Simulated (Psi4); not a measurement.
# CH4Si (SMILES C[SiH]) at B3LYP/6-31G(d) (spherical functions)

What is the energy change on altering one bond length of CH4Si at B3LYP/6-31G* (spherical functions)? 

The results are computed with Psi4 1.11.

1 further run of the same task is left out (set aside as unsound or not needed).

### Step 1. The molecule

CH4Si has 6 atoms, charge 0, and is taken as a singlet. As SMILES, `C[SiH]`. The coordinates come from a PBE0-D4/def2-TZVP relaxation.

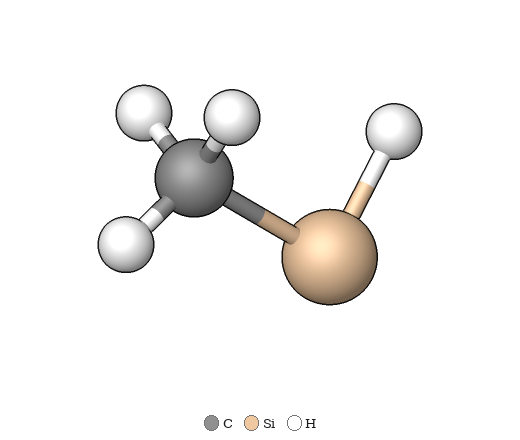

The structure, seen from a chosen angle (carbon grey, silicon light orange, hydrogen white).

### Step 2. Energy and forces at B3LYP/6-31G(d) (spherical functions)

File job.in:

```
memory 2200 MB

molecule {
  0 1
  C     -0.093500    -0.366000    -0.370300
  Si     0.917300     0.209800     1.122300
  H     -1.156900    -0.410100    -0.102200
  H      0.215000    -1.335600    -0.763000
  H     -0.024000     0.382000    -1.170800
  H      0.142200     1.520000     1.284000
  symmetry c1
  no_reorient
  no_com
}

set globals {
  basis                6-31G*
  puream               true
  e_convergence        1e-09
  d_convergence        1e-08
  scf_type             pk
  dft_radial_points    99
  dft_spherical_points 590
}

E, wfn = gradient("b3lyp", return_wfn=True)
oeprop(wfn, "DIPOLE", "WIBERG_LOWDIN_INDICES", "QUADRUPOLE", title="B3LYP")
```

Run with:

```
$ psi4 -i job.in -o job.out -n 1
```

job.out, cut to the lines that bear on the results:

```text
[...]
  Running in c1 symmetry.
[...]
  Nuclear repulsion =   48.603693658180966
[...]
  Multiplicity = 1
[...]
  Nalpha       = 12
  Nbeta        = 12
[...]
    Number of basis functions: 40
[...]
   @RKS iter   1:  -329.73060333124181   -3.18734e-01   1.55566e-02 DIIS/ADIIS
[...]
   @RKS iter  10:  -329.93904683636413   -7.38964e-13   3.86421e-09 DIIS
[...]
    Orbital Energies [Eh]
    ---------------------
    Doubly Occupied:
       1A    -66.125063     2A    -10.162232     3A     -5.282336
       4A     -3.646045     5A     -3.637864     6A     -3.634729
       7A     -0.700357     8A     -0.474135     9A     -0.409411
      10A     -0.406453    11A     -0.310884    12A     -0.219938
[...]
  @RKS Final Energy:  -329.93904683636413
   => Energetics <=
    Nuclear Repulsion Energy =             48.6036936581809655
    One-Electron Energy =                -551.0454906366323939
    Two-Electron Energy =                 194.9334250825879167
    DFT Exchange-Correlation Energy =     -22.4306749405006407
    Empirical Dispersion Energy =           0.0000000000000000
    VV10 Nonlocal Energy =                  0.0000000000000000
    Total Energy =                       -329.9390468363641276
[...]
  -Total Gradient:
     Atom            X                  Y                   Z
    ------   -----------------  -----------------  -----------------
       1        0.002044127948     0.000491564167     0.002571889772
       2       -0.005107877380    -0.000935698978    -0.006088684809
       3        0.002314617118     0.000706918870     0.000278903641
       4       -0.000121554995     0.001799992609     0.001192513368
       5        0.000188561204    -0.000784007774     0.002271223919
       6        0.000681617342    -0.001279144761    -0.000226643495
[...]
 Multipole Moments:
 ------------------------------------------------------------------------------------
     Multipole            Electronic (a.u.)      Nuclear  (a.u.)        Total (a.u.)
 ------------------------------------------------------------------------------------
 L = 1.  Multiply by 2.5417464519 to convert [e a0] to [Debye]
 Dipole X            :        -21.9970748           21.6515371           -0.3455377
 Dipole Y            :         -1.7211361            1.6960292           -0.0251069
 Dipole Z            :        -24.4545923           24.0720873           -0.3825050
 Magnitude           :                                                    0.5160782
 L = 2.  Multiply by 1.3450342976 to convert [e a0^2] to [Debye ang]
 Quadrupole XX       :        -64.3289337           47.2739098          -17.0550239
 Quadrupole XY       :        -10.5765428           11.7626813            1.1861385
[...]
```

It took 7.8 s on 1 thread of AMD EPYC 7R43 (Zen 3), shared host; peak memory 0.6 GiB.

### Step 3. The distorted shape, same level

File ch4si.py:

```python
import psi4

psi4.set_memory(2200000000)
psi4.set_num_threads(1)
psi4.set_output_file('ch4si.out', False)

molecule = psi4.geometry("""
0 1
C
Si 1 1.892384
H 1 2.4146 2 109.69889
H 1 1.090646 2 113.79156 3 -122.45269
H 1 1.097786 4 108.9829 2 122.52583
H 2 1.530866 1 94.20249 4 -179.79521
symmetry c1
no_reorient
no_com
""")

psi4.set_options(dict(puream=True, e_convergence=1e-09, d_convergence=1e-08, scf_type='pk', dft_radial_points=99, dft_spherical_points=590))

result, w = psi4.gradient('b3lyp/6-31G*', molecule=molecule, return_wfn=True)
psi4.oeprop(w, 'MAYER_INDICES', 'MULLIKEN_CHARGES', 'QUADRUPOLE')
print('gradient / Eh bohr^-1')
print(result.np.round(6))
print(f'energy = {w.energy():.10f} Eh')
```

Run with:

```
$ python ch4si.py
```

ch4si.out, cut to the lines that bear on the results:

```text
[...]
  Running in c1 symmetry.
[...]
  Nuclear repulsion =   45.863789990584493
[...]
  Multiplicity = 1
[...]
  Nalpha       = 12
  Nbeta        = 12
[...]
    Number of basis functions: 40
[...]
   @RKS iter   1:  -329.31747578627943   -1.61653e-01   1.86585e-02 ADIIS/DIIS
[...]
   @RKS iter  14:  -329.77549601190788   -1.19371e-12   7.22009e-09 DIIS
[...]
  @RKS Final Energy:  -329.77549601190788
   => Energetics <=
    Nuclear Repulsion Energy =             45.8637899905844932
    One-Electron Energy =                -545.2357523640741874
    Two-Electron Energy =                 191.8733959704142364
    DFT Exchange-Correlation Energy =     -22.2769296088324253
    Empirical Dispersion Energy =           0.0000000000000000
    VV10 Nonlocal Energy =                  0.0000000000000000
    Total Energy =                       -329.7754960119078191
[...]
  -Total Gradient:
     Atom            X                  Y                   Z
    ------   -----------------  -----------------  -----------------
       1        0.000126460504    -0.007305409096    -0.011504994338
       2       -0.004640909837    -0.011784958837     0.011079070753
       3        0.001114489442     0.041190257080    -0.014196367204
       4        0.004166706402    -0.013080299026     0.010889367369
       5       -0.002537473405    -0.009892648176     0.007633405693
       6        0.001770316916     0.000873169944    -0.003900470392
[...]
 Multipole Moments:
 ------------------------------------------------------------------------------------
     Multipole            Electronic (a.u.)      Nuclear  (a.u.)        Total (a.u.)
 ------------------------------------------------------------------------------------
 L = 1.  Multiply by 2.5417464519 to convert [e a0] to [Debye]
 Dipole X            :         -1.0607054            1.1733745            0.1126691
 Dipole Y            :         -2.2376241            1.8036607           -0.4339634
 Dipole Z            :          4.0905665           -4.1693420           -0.0787756
 Magnitude           :                                                    0.4552188
 L = 2.  Multiply by 1.3450342976 to convert [e a0^2] to [Debye ang]
 Quadrupole XX       :        -27.7343608           11.3317233          -16.4026374
 Quadrupole XY       :         -4.8935217            3.5677176           -1.3258041
[...]
```

Standard output:

```text
gradient / Eh bohr^-1
[[ 0.000126 -0.007305 -0.011505]
 [-0.004641 -0.011785  0.011079]
 [ 0.001114  0.04119  -0.014196]
 [ 0.004167 -0.01308   0.010889]
 [-0.002537 -0.009893  0.007633]
 [ 0.00177   0.000873 -0.0039  ]]
energy = -329.7754960119 Eh
```

Wall time 9.9 s (1 thread of AMD EPYC 7R43 (Zen 3), shared host); peak memory 0.59 GiB.

### Step 4. Summary of results

Level: B3LYP/6-31G* (spherical functions).

| quantity | value |
| --- | --- |
| first shape: total energy | -329.93905 Eh |
| first shape: dipole moment | 1.31 D |
| first shape: HOMO energy | -5.98 eV |
| first shape: LUMO energy | -2.63 eV |
| first shape: HOMO–LUMO gap | 3.35 eV |
| first shape: largest force on an atom | 0.411 eV/Å |
| distorted shape: total energy | -329.77550 Eh |
| distorted shape: dipole moment | 1.16 D |
| distorted shape: HOMO energy | -6.23 eV |
| distorted shape: LUMO energy | -3.83 eV |
| distorted shape: HOMO–LUMO gap | 2.41 eV |
| distorted shape: largest force on an atom | 2.241 eV/Å |
| energy change with the C1–H3 bond stretched from 1.098 to 2.415 Å | 4.450 eV |

In words: One bond (distorted shape) is far stretched, which a spin-restricted single reference describes badly; a broken-symmetry solution may lie lower. With the C1–H3 bond stretched from 1.098 to 2.415 Å the energy rises by 4.45 eV (103 kcal/mol). The first shape isn't relaxed at this level, so the change isn't measured from a minimum. A restricted reference can't describe the breaking bond well at this length. The largest force (first shape) is 0.41 eV/Å: the shape isn't a stationary point for this species at this level. Mulliken charges (distorted shape) run from -0.48 on C1 to +0.28 on Si2.
